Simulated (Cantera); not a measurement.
Input: 1 mol CH3SiCl3, 0.2 mol CH4, 3.6 mol H2, at 1.00 bar.

These are equilibrium values from Cantera (NASA tables, ideal gas, pure condensed phases), not measurements of a reactor. Candidate condensed phases: C, C6H6, C7H8, C8H18, Si, SiC; 109 gas species. The feed counts by its element totals alone. The tables' values for SiCl3 are old estimates; treat these amounts as uncertain. Rates play no part.

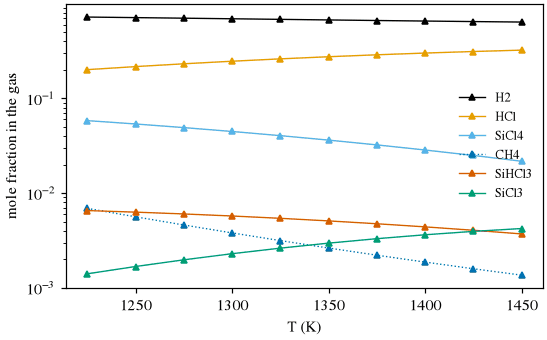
Fig. 1. Equilibrium gas composition (values under 1e-9 drawn at 1e-9)

From 1225 K to 1450 K the condensed part is C(graphite) + SiC(s). The main Si-bearing gas is SiCl4 throughout. The share of Si in condensed phases is highest at 1450 K (77.7 %) and lowest at 1225 K (56.5 %).
